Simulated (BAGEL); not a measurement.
**RI-MP2/6-311+G(d,p) (density fitting with qzvpp-jkfit) run of Si2H4O (SMILES [SiH]O[SiH3])**

Aim: the energy change on altering one bond length of Si2H4O at RI-MP2/6-311+G** (density fitting with qzvpp-jkfit), from 2 runs. 

The results are computed with BAGEL 1.2.2.

### 1 Starting point

The species is Si2H4O (7 atoms), meant as a singlet with charge 0. SMILES: `[SiH]O[SiH3]`. Geometry: relaxed at PBE0-D4/def2-TZVP. This is one conformer, not always the lowest.

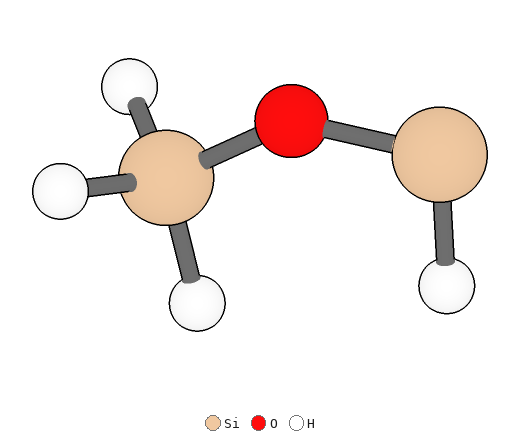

The structure, seen from a chosen angle (silicon light orange, oxygen red, hydrogen white).

### 2 A single-point energy at RI-MP2/6-311+G(d,p) (density fitting with qzvpp-jkfit)

The input, mp2.json:

```json
{ "bagel": [

{
  "title": "molecule",
  "basis": "6-311+gss.json",
  "df_basis": "qzvpp-jkfit",
  "angstrom": true,
  "geometry": [
    { "atom": "Si", "xyz": [   -1.691900,   -1.472900,   -0.230200 ] },
    { "atom": "O", "xyz": [   -0.369000,   -0.805400,    0.485100 ] },
    { "atom": "Si", "xyz": [    0.731600,    0.414800,    0.316400 ] },
    { "atom": "H", "xyz": [   -1.779300,   -0.509900,   -1.440500 ] },
    { "atom": "H", "xyz": [    0.446600,    1.182300,   -0.923400 ] },
    { "atom": "H", "xyz": [    0.635100,    1.303800,    1.499700 ] },
    { "atom": "H", "xyz": [    2.088200,   -0.180800,    0.247100 ] }
  ]
},
{
  "title": "hf"
},
{
  "title": "mp2",
  "ncore": 11
}

]}
```

The basis set 6-311+G** is read from a file made from the Basis Set Exchange's data (not shown).

On the command line:

```bash
$ BAGEL_NUM_THREADS=1 BAGEL mp2.json > mp2.out
```

Log:

```text
* using 1 threads per process

  ===============================================================
  ===============================================================

  *** Geometry ***

  { "atom" : "Si", "xyz" : [     -3.197228,     -2.783378,     -0.435015 ] },
  { "atom" : "O", "xyz" : [     -0.697309,     -1.521985,      0.916706 ] },
  { "atom" : "Si", "xyz" : [      1.382524,      0.783858,      0.597909 ] },
  { "atom" : "H", "xyz" : [     -3.362390,     -0.963571,     -2.722150 ] },
  { "atom" : "H", "xyz" : [      0.843952,      2.234223,     -1.744973 ] },
  { "atom" : "H", "xyz" : [      1.200165,      2.463825,      2.834022 ] },
  { "atom" : "H", "xyz" : [      3.946126,     -0.341662,      0.466951 ] },

  Number of auxiliary basis functions:      405

  Since a DF basis is specified, we compute 2- and 3-index integrals:
    o Being stored without compression. Storage requirement is 0.036 GB

  Number of basis functions:      106
  Number of electrons      :       40

    * METHOD: MOLECULE                             0.18

  *** RHF ***

  === Nuclear Repulsion ===
   140.8530916924

      * DIIS with orbital gradients will be used.

  === RHF iteration (6-311+gss.json) ===
      0       -654.79524867          0.02763837           0.07
      1       -654.89501040          0.02638498           0.07
      2       -655.11414759          0.00180017           0.07
      3       -655.11721948          0.00029280           0.07
      4       -655.11735381          0.00008958           0.07
      5       -655.11736615          0.00002728           0.07
      6       -655.11736727          0.00000674           0.07
      7       -655.11736733          0.00000163           0.07
      8       -655.11736733          0.00000044           0.07
      9       -655.11736733          0.00000024           0.07
     10       -655.11736733          0.00000006           0.07
     11       -655.11736733          0.00000001           0.07
     12       -655.11736733          0.00000000           0.07
    * SCF iteration converged.

    * Permanent dipole moment:
           (   -0.167078,    -0.344817,     0.210037) a.u.

    * METHOD: HF                                   1.08

  *** RHF ***

  === Nuclear Repulsion ===
   140.8530916924

      * DIIS with orbital gradients will be used.

  === RHF iteration (6-311+gss.json) ===
      0       -655.11736733          0.00000000           0.07
    * SCF iteration converged.

    * Permanent dipole moment:
           (   -0.167078,    -0.344817,     0.210037) a.u.

  === DF-MP2 calculation ===

    * freezing 11 orbitals
    * 3-index integral transformation done
    * assembly done

      MP2 correlation energy:   -0.3839012043      0.04

      MP2 total energy:       -655.5012685388

    * METHOD: MP2                                  0.19

  ===============================================================
```

It took 1.6 s on 1 thread of Arm Neoverse V1, shared host; peak memory 0.12 GiB.

### 3 The distorted shape at the same level

The input, mp2.json:

```json
{ "bagel": [

{
  "title": "molecule",
  "basis": "6-311+gss.json",
  "df_basis": "qzvpp-jkfit",
  "angstrom": true,
  "geometry": [
    { "atom": "Si", "xyz": [      -1.895400,      -1.383556,      -0.219804 ] },
    { "atom": "O", "xyz": [      -0.572500,      -0.716056,       0.495496 ] },
    { "atom": "Si", "xyz": [       0.528100,       0.504144,       0.326796 ] },
    { "atom": "H", "xyz": [      -1.982800,      -0.420556,      -1.430104 ] },
    { "atom": "H", "xyz": [       0.243100,       1.271644,      -0.913004 ] },
    { "atom": "H", "xyz": [       0.431600,       1.393144,       1.510096 ] },
    { "atom": "H", "xyz": [       2.088200,      -0.180800,       0.247100 ] }
  ]
},

{
  "title": "hf"
},

{
  "title": "mp2",
  "ncore": 11
}

]}
```

The basis set 6-311+G** is read from a file made from the Basis Set Exchange's data (not shown).

On the command line:

```bash
$ BAGEL_NUM_THREADS=1 BAGEL mp2.json > mp2.out
```

Log:

```text
* using 1 threads per process

  ===============================================================
  ===============================================================

  *** Geometry ***

  { "atom" : "Si", "xyz" : [     -3.581787,     -2.614542,     -0.415369 ] },
  { "atom" : "O", "xyz" : [     -1.081868,     -1.353150,      0.936352 ] },
  { "atom" : "Si", "xyz" : [      0.997964,      0.952694,      0.617555 ] },
  { "atom" : "H", "xyz" : [     -3.746949,     -0.794736,     -2.702505 ] },
  { "atom" : "H", "xyz" : [      0.459392,      2.403059,     -1.725328 ] },
  { "atom" : "H", "xyz" : [      0.815606,      2.632661,      2.853668 ] },
  { "atom" : "H", "xyz" : [      3.946126,     -0.341662,      0.466951 ] },

  Number of auxiliary basis functions:      405

  Since a DF basis is specified, we compute 2- and 3-index integrals:
    o Being stored without compression. Storage requirement is 0.036 GB

  Number of basis functions:      106
  Number of electrons      :       40

    * METHOD: MOLECULE                             0.18

  *** RHF ***

  === Nuclear Repulsion ===
   139.9844182814

      * DIIS with orbital gradients will be used.

  === RHF iteration (6-311+gss.json) ===
      0       -654.77913939          0.02767251           0.07
      1       -654.87790010          0.02649614           0.07
      2       -655.09966348          0.00179461           0.07
      3       -655.10274437          0.00029016           0.07
      4       -655.10287704          0.00008753           0.07
      5       -655.10288892          0.00002697           0.07
      6       -655.10289002          0.00000662           0.07
      7       -655.10289007          0.00000155           0.07
      8       -655.10289007          0.00000041           0.07
      9       -655.10289007          0.00000022           0.07
     10       -655.10289007          0.00000006           0.07
     11       -655.10289007          0.00000002           0.07
     12       -655.10289007          0.00000001           0.07
    * SCF iteration converged.

    * Permanent dipole moment:
           (   -0.005189,    -0.397840,     0.207738) a.u.

    * METHOD: HF                                   1.10

  *** RHF ***

  === Nuclear Repulsion ===
   139.9844182814

      * DIIS with orbital gradients will be used.

  === RHF iteration (6-311+gss.json) ===
      0       -655.10289007          0.00000000           0.07
    * SCF iteration converged.

    * Permanent dipole moment:
           (   -0.005190,    -0.397840,     0.207738) a.u.

  === DF-MP2 calculation ===

    * freezing 11 orbitals
    * 3-index integral transformation done
    * assembly done

      MP2 correlation energy:   -0.3841695816      0.04

      MP2 total energy:       -655.4870596562

    * METHOD: MP2                                  0.19

  ===============================================================
```

It took 1.6 s on 1 thread of Arm Neoverse V1, shared host; peak memory 0.12 GiB.

### 4 Summary of results

At RI-MP2/6-311+G** (density fitting with qzvpp-jkfit), 11 core orbitals frozen:

```
                                                          quantity          value
                                         first shape: total energy  -655.50127 Eh
         first shape: correlation energy (11 core orbitals frozen)     -383.9 mEh
                                     distorted shape: total energy  -655.48706 Eh
     distorted shape: correlation energy (11 core orbitals frozen)     -384.2 mEh
energy change with the Si3–H7 bond stretched from 1.483 to 1.706 Å       0.387 eV
```

With the Si3–H7 bond stretched from 1.483 to 1.706 Å the energy rises by 0.39 eV (37.3 kJ/mol). The first shape isn't relaxed at this level, so the change isn't measured from a minimum.
